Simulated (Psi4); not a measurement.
# Si₂H₆: geometry relaxation (part 3 of 3)

The same run, continued: Si₂H₆; PBE0/def2-TZVP, RKS (Psi4 1.11). The geometry comes from this level: PBE0-D4/def2-TZVP.

Geometry of the input (Å):
```
Si -0.3405  0.4902  -1.0049
Si 0.3635  -0.5044  0.9910
H  0.8339  0.9482  -1.7949
H  -1.1129  -0.4839  -1.8219
H  -1.2080  1.6641  -0.7179
H  1.1390  0.4686  1.8063
H  1.2281  -1.6805  0.7040
H  -0.8110  -0.9592  1.7826
```

What the program printed, continued:
```
    Nuclear Repulsion Energy =             90.7368944263126025
    One-Electron Energy =                -986.8216851788881741
    Two-Electron Energy =                 346.8327691801570154
    DFT Exchange-Correlation Energy =     -33.0862865678741755
    Empirical Dispersion Energy =           0.0000000000000000
    VV10 Nonlocal Energy =                  0.0000000000000000
    Total Energy =                       -582.3383081402927246

Computation Completed

Properties will be evaluated at   0.000000,   0.000000,   0.000000 [a0]

Properties computed using the SCF density matrix

 Multipole Moments:

 ------------------------------------------------------------------------------------
     Multipole            Electronic (a.u.)      Nuclear  (a.u.)        Total (a.u.)
 ------------------------------------------------------------------------------------

 L = 1.  Multiply by 2.5417464519 to convert [e a0] to [Debye]
 Dipole X            :         -0.0000230            0.0000165           -0.0000065
 Dipole Y            :          0.0000118           -0.0000062            0.0000056
 Dipole Z            :          0.0000194           -0.0000124            0.0000071
 Magnitude           :                                                    0.0000111

 ------------------------------------------------------------------------------------

	total time  =          3 seconds =       0.05 minutes

         ------------------------------------------------------------
                                   SCF GRAD
         ------------------------------------------------------------

  ==> Geometry <==

    Molecular point group: c1
    Full point group: C1

    Geometry (in Angstrom), charge = 0, multiplicity = 1:

       Center              X                  Y                   Z               Mass
    ------------   -----------------  -----------------  -----------------  -----------------
         SI          -0.352199146842     0.497597655356    -0.998527477558    27.976926534650
         SI           0.352198512442    -0.497597416387     0.998527953660    27.976926534650
         H            0.821888606063     0.955278664322    -1.789312710204     1.007825032230
         H           -1.125283947638    -0.475946507820    -1.815749237452     1.007825032230
         H           -1.219325318347     1.672063875264    -0.712117009745     1.007825032230
         H            1.127302678805     0.475254645945     1.814663141771     1.007825032230
         H            1.217418937984    -1.673467998961     0.712120272005     1.007825032230
         H           -0.821983346112    -0.953189312468     1.790382327188     1.007825032230

  Nuclear repulsion =   90.736894426312602

  ==> Basis Set <==

  Basis Set: DEF2-TZVP
    Blend: DEF2-TZVP
    Number of shells: 50
    Number of basis functions: 110
    Number of Cartesian functions: 120
    Spherical Harmonics?: true
    Max angular momentum: 3

  ==> DFJKGrad: Density-Fitted SCF Gradients <==

    Gradient:                    1
    J tasked:                  Yes
    K tasked:                  Yes
    wK tasked:                  No
    Integrals threads:           1
    Memory [MiB]:             1144
    Schwarz Cutoff:          1E-12
    Fitting Condition:       1E-10

   => Auxiliary Basis Set <=

  Basis Set: (DEF2-TZVP AUX)
    Blend: DEF2-UNIVERSAL-JKFIT
    Number of shells: 112
    Number of basis functions: 364
    Number of Cartesian functions: 430
    Spherical Harmonics?: true
    Max angular momentum: 4

  ==> DFT Potential <==

   => LibXC <=

    Version 7.1.2

   => Composite Functional: PBE0 <=

    PBE0 Hyb-GGA Exchange-Correlation Functional

    Deriv               =              1
    GGA                 =           TRUE
    Meta                =          FALSE

    Exchange Hybrid     =           TRUE
    MP2 Hybrid          =          FALSE

   => Exchange Functionals <=

    0.7500   Perdew, Burke & Ernzerhof

   => Exact (HF) Exchange <=

    0.2500               HF

   => Correlation Functionals <=

    1.0000   Perdew, Burke & Ernzerhof

   => LibXC Density Thresholds  <==

    XC_HYB_GGA_XC_PBEH:  1.00E-15

   => Molecular Quadrature <=

    Radial Scheme          =       TREUTLER
    Pruning Scheme         =           NONE
    Nuclear Scheme         =       TREUTLER

    Blocking Scheme        =         OCTREE
    BS radius alpha        =              1
    Pruning alpha          =              1
    Radial Points          =             75
    Spherical Points       =            302
    Total Points           =         173671
    Total Blocks           =           1360
    Max Points             =            256
    Max Functions          =            109
    Weights Tolerance      =       1.00E-15

  -Total Gradient:
     Atom            X                  Y                   Z
    ------   -----------------  -----------------  -----------------
       1        0.000004922734    -0.000007415725     0.000014789669
       2       -0.000005676050     0.000008631665    -0.000014037289
       3        0.000007126215    -0.000001938458     0.000005930078
       4        0.000000916354    -0.000008240032     0.000002585119
       5       -0.000002600101    -0.000000201551     0.000010185814
       6        0.000003371420     0.000007614687    -0.000004938414
       7       -0.000000070011    -0.000001568621    -0.000009240125
       8       -0.000007954762     0.000002999549    -0.000005240630

	total time  =          1 seconds =       0.02 minutes

    			-----------------------------------------

    			 OPTKING 3.0: for geometry optimizations

    			        with contributions from

    			-----------------------------------------

	                            ===> Fragment 1 <==

	 Z (Atomic Numbers)          Masses                          Geom
	      14.000000            27.976927         -0.66555993  0.94032329 -1.88694346
	      14.000000            27.976927          0.66555873 -0.94032284  1.88694436
	       1.000000             1.007825          1.55314437  1.80521505 -3.38131098
	       1.000000             1.007825         -2.12647847 -0.89940855 -3.43126877
	       1.000000             1.007825         -2.30419091  3.15974279 -1.34570612
	       1.000000             1.007825          2.13029332  0.89810112  3.42921635
	       1.000000             1.007825          2.30058837 -3.16239620  1.34571228
	       1.000000             1.007825         -1.55332340 -1.80126675  3.38333226

	 - Coordinate -           - BOHR/RAD -       - ANG/DEG -
	 R(1,2)           =         4.421644           2.339833
	 R(1,3)           =         2.811373           1.487715
	 R(1,4)           =         2.811376           1.487716
	 R(1,5)           =         2.811383           1.487720
	 R(2,6)           =         2.811379           1.487718
	 R(2,7)           =         2.811381           1.487719
	 R(2,8)           =         2.811377           1.487716
	 B(1,2,6)         =         1.925093         110.299722
	 B(1,2,7)         =         1.925104         110.300350
	 B(1,2,8)         =         1.925099         110.300052
	 B(2,1,3)         =         1.925103         110.300256
	 B(2,1,4)         =         1.925112         110.300774
	 B(2,1,5)         =         1.925085         110.299273
	 B(3,1,4)         =         1.895925         108.628500
	 B(3,1,5)         =         1.895946         108.629695
	 B(4,1,5)         =         1.895971         108.631124
	 B(6,2,7)         =         1.895954         108.630186
	 B(6,2,8)         =         1.895963         108.630681
	 B(7,2,8)         =         1.895927         108.628636
	 D(3,1,2,6)       =         1.045499          59.902701
	 D(3,1,2,7)       =        -1.048903         -60.097730
	 D(3,1,2,8)       =         3.139909         179.903556
	 D(4,1,2,6)       =         3.139876         179.901648
	 D(4,1,2,7)       =         1.045473          59.901217
	 D(4,1,2,8)       =        -1.048899         -60.097497
	 D(5,1,2,6)       =        -1.048887         -60.096771
	 D(5,1,2,7)       =         3.139896         179.902799
	 D(5,1,2,8)       =         1.045524          59.904084

	        --- Internal Coordinate Step in ANG or DEG, aJ/ANG or AJ/DEG ---
	-------------------------------------------------------------------------------
	           Coordinate      Previous         Force          Change          New
	           ----------      --------        ------          ------        ------
	               R(1,2)       2.33983        0.00032        0.00019       2.34002
	               R(1,3)       1.48771       -0.00002       -0.00001       1.48771
	               R(1,4)       1.48772       -0.00003       -0.00001       1.48770
	               R(1,5)       1.48772       -0.00003       -0.00001       1.48771
	               R(2,6)       1.48772       -0.00003       -0.00001       1.48770
	               R(2,7)       1.48772       -0.00002       -0.00001       1.48771
	               R(2,8)       1.48772       -0.00002       -0.00001       1.48771
	             B(1,2,6)     110.29972        0.00000        0.00445     110.30418
	             B(1,2,7)     110.30035        0.00000        0.00535     110.30570
	             B(1,2,8)     110.30005        0.00000        0.00589     110.30594
	             B(2,1,3)     110.30026        0.00000        0.00584     110.30610
	             B(2,1,4)     110.30077        0.00000        0.00410     110.30487
	             B(2,1,5)     110.29927        0.00000        0.00566     110.30493
	             B(3,1,4)     108.62850       -0.00000       -0.00465     108.62385
	             B(3,1,5)     108.62969       -0.00000       -0.00598     108.62372
	             B(4,1,5)     108.63112       -0.00000       -0.00544     108.62568
	             B(6,2,7)     108.63019       -0.00000       -0.00473     108.62546
	             B(6,2,8)     108.63068       -0.00000       -0.00627     108.62441
	             B(7,2,8)     108.62864       -0.00000       -0.00517     108.62346
	           D(3,1,2,6)      59.90270        0.00000        0.03985      59.94255
	           D(3,1,2,7)     -60.09773        0.00000        0.03945     -60.05828
	           D(3,1,2,8)     179.90356        0.00000        0.03868     179.94223
	           D(4,1,2,6)     179.90165        0.00000        0.04043     179.94208
	           D(4,1,2,7)      59.90122        0.00000        0.04003      59.94125
	           D(4,1,2,8)     -60.09750        0.00000        0.03926     -60.05824
	           D(5,1,2,6)     -60.09677        0.00000        0.03991     -60.05686
	           D(5,1,2,7)     179.90280        0.00000        0.03951     179.94231
	           D(5,1,2,8)      59.90408        0.00000        0.03874      59.94283
	-------------------------------------------------------------------------------

	                                 ==> Convergence Check <==

	Measures of convergence in internal coordinates in au.

	Criteria marked as inactive (o), active & met (*), and active & unmet ( ).

	----------------------------------------------------------------------------------------------
	   Step    Total Energy     Delta E     Max Force     RMS Force      Max Disp      RMS Disp
	----------------------------------------------------------------------------------------------
	  Convergence Criteria     1.00e-06 *    3.00e-04 *             o    1.20e-03 *             o
	----------------------------------------------------------------------------------------------
	     2    -582.33830814    1.07e-07 *    3.92e-05 *    1.11e-05 o    7.06e-04 *    4.02e-04 o  ~
	----------------------------------------------------------------------------------------------

Next Geometry in Ang
	Fragment 1 (Ang)

	   Si  -0.3522218619   0.4976417594  -0.9986092025
	   Si   0.3522255268  -0.4976460245   0.9986054536
	    H   0.8217895506   0.9549495877  -1.7897117541
	    H  -1.1257295028  -0.4756693289  -1.8156878987
	    H  -1.2189697181   1.6724074823  -0.7123360267
	    H   1.1269216474   0.4752582059   1.8150424001
	    H   1.2178430996  -1.6732461748   0.7123372212
	    H  -0.8218417653  -0.9537019018   1.7903470668

    Final optimized geometry and variables:
    Molecular point group: c1
    Full point group: C1

    Geometry (in Angstrom), charge = 0, multiplicity = 1:

    SI          -0.352199146842     0.497597655356    -0.998527477558
    SI           0.352198512442    -0.497597416387     0.998527953660
    H            0.821888606063     0.955278664322    -1.789312710204
    H           -1.125283947638    -0.475946507820    -1.815749237452
    H           -1.219325318347     1.672063875264    -0.712117009745
    H            1.127302678805     0.475254645945     1.814663141771
    H            1.217418937984    -1.673467998961     0.712120272005
    H           -0.821983346112    -0.953189312468     1.790382327188

  Variable Map:
  ----------------------------------------------------------------------------
  "CURRENT ENERGY"              =>    -582.338308140293
  "CURRENT REFERENCE ENERGY"    =>    -582.338308140293
  "DD SOLVATION ENERGY"         =>       0.000000000000
  "DFT FUNCTIONAL TOTAL ENERGY" =>    -582.338308140293
  "DFT TOTAL ENERGY"            =>    -582.338308140293
  "DFT VV10 ENERGY"             =>       0.000000000000
  "DFT XC ENERGY"               =>     -33.086286567874
  "GRID ELECTRONS ALPHA"        =>      16.999997116228
  "GRID ELECTRONS BETA"         =>      16.999997116228
  "GRID ELECTRONS TOTAL"        =>      33.999994232456
  "NUCLEAR REPULSION ENERGY"    =>      90.736894426313
  "ONE-ELECTRON ENERGY"         =>    -986.821685178888
  "OPTIMIZATION ITERATIONS"     =>       2.000000000000
  "PCM POLARIZATION ENERGY"     =>       0.000000000000
  "PE ENERGY"                   =>       0.000000000000
  "SCF ITERATION ENERGY"        =>    -582.338308140293
  "SCF ITERATIONS"              =>       5.000000000000
  "SCF TOTAL ENERGY"            =>    -582.338308140293
  "TWO-ELECTRON ENERGY"         =>     346.832769180157
  "XC GRID RADIAL POINTS"       =>      75.000000000000
  "XC GRID SPHERICAL POINTS"    =>     302.000000000000
  "XC GRID TOTAL POINTS"        =>  173671.000000000000

  Array Variable Map:
  ----------------------------------------------------------------------------
  "CURRENT DIPOLE"              =>      -0.000006546691 ... 0.000007061170 1 by 3
  "CURRENT GRADIENT"            =>       0.000004922734 ... -0.000005240630 8 by 3
  "DFT TOTAL GRADIENT"          =>       0.000004922734 ... -0.000005240630 8 by 3
  "SCF DIPOLE"                  =>      -0.000006546691 ... 0.000007061170 1 by 3
  "SCF TOTAL ENERGIES"          =>    -582.338109096738 ... -582.338308140293 1 by 6
  "SCF TOTAL GRADIENT"          =>       0.000004922734 ... -0.000005240630 8 by 3

    Psi4 run time: 0:00:11.25
```

Standard output:
```
Optimizer: Optimization complete!
```

Trajectory as extended XYZ (Å, eV, eV/Å), 2 frames, from step=0 to step=1:
```
8
Properties=species:S:1:pos:R:3:forces:R:3 step=0 energy=-15846.23263
Si   -0.3405    0.4902   -1.0049   -0.0018   0.0037  -0.0076
Si    0.3635   -0.5044    0.9910    0.0028  -0.0048   0.0064
H     0.8339    0.9482   -1.7949   -0.0006   0.0011  -0.0026
H    -1.1129   -0.4839   -1.8219   -0.0014   0.0005  -0.0028
H    -1.2080    1.6641   -0.7179   -0.0013   0.0020  -0.0022
H     1.1390    0.4686    1.8063    0.0015   0.0000   0.0034
H     1.2281   -1.6805    0.7040    0.0010  -0.0012   0.0022
H    -0.8110   -0.9592    1.7826   -0.0001  -0.0014   0.0031
8
Properties=species:S:1:pos:R:3:forces:R:3 step=1 energy=-15846.23263
Si   -0.3407    0.4905   -1.0055   -0.0003   0.0004  -0.0008
Si    0.3637   -0.5047    0.9916    0.0003  -0.0004   0.0007
H     0.8334    0.9482   -1.7963   -0.0004   0.0001  -0.0003
H    -1.1138   -0.4830   -1.8227   -0.0001   0.0004  -0.0001
H    -1.2078    1.6650   -0.7191    0.0001   0.0000  -0.0005
H     1.1388    0.4682    1.8077   -0.0002  -0.0004   0.0003
H     1.2289   -1.6806    0.7052    0.0000   0.0001   0.0005
H    -0.8105   -0.9603    1.7834    0.0004  -0.0001   0.0003
```

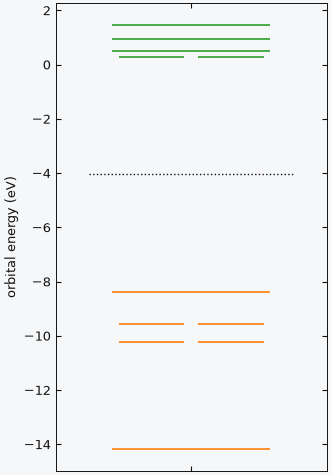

*Orbital energies near the frontier; the dotted line parts filled from empty levels, and levels within 0.02 eV of each other stand side by side.*

Highest filled −8.39 eV, lowest empty 0.30 eV, 8.69 eV apart.

Summary:

```csv
quantity,value
outcome,converged
total energy,−582.338308 hartree
basis functions,110
HOMO,−8.39 eV
LUMO,0.30 eV
dipole moment,0.00 D
wall time,12 s
peak memory,0.75 GiB
```
